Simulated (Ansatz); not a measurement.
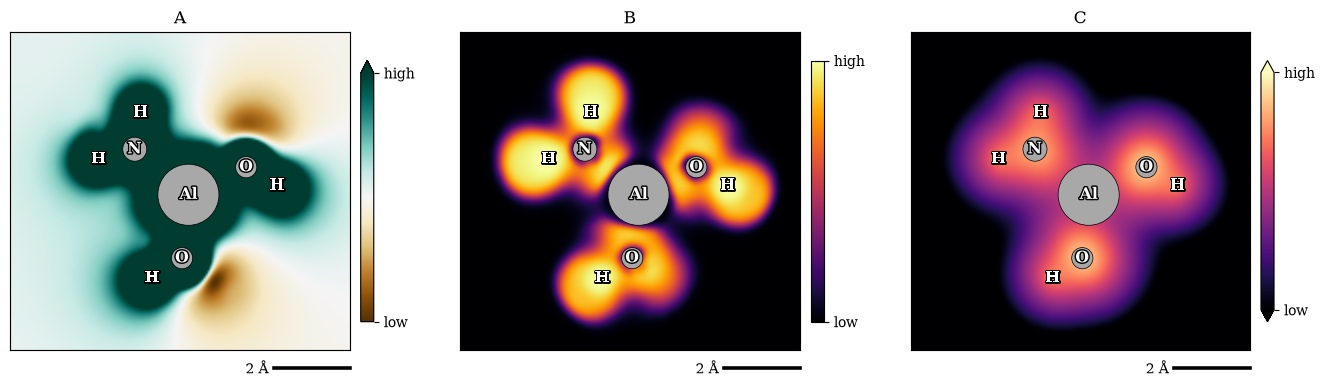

AlH4NO2···H2O: 3 fields on the plane of atoms Al1, O4 and H9, with unlabelled colour scales. Grey discs cover the atomic cores.

Not at a stationary point (largest force 1.7 eV/Å).

Computed with RKS B3LYP-D4/def2-SVP (Ansatz).

> Match the panels to the quantities (electron density, electron localisation function and electrostatic potential).

Panel A: electrostatic potential (strongly positive close to the atoms, with negative regions outside electron-rich atoms). Panel B: electron localisation function. Panel C: electron density. From the grid: Al–O (1.70 Å): ρ at the midpoint is about 0.84 e/Å³; the ELF peaks at about 0.85 in the valence shell of O, 0.6 Å from its nucleus, and is about 0.40 at the midpoint. Al–N (1.87 Å): ρ at the midpoint is about 0.71 e/Å³; the ELF peaks at about 0.95 between the atoms: a polar covalent bond.
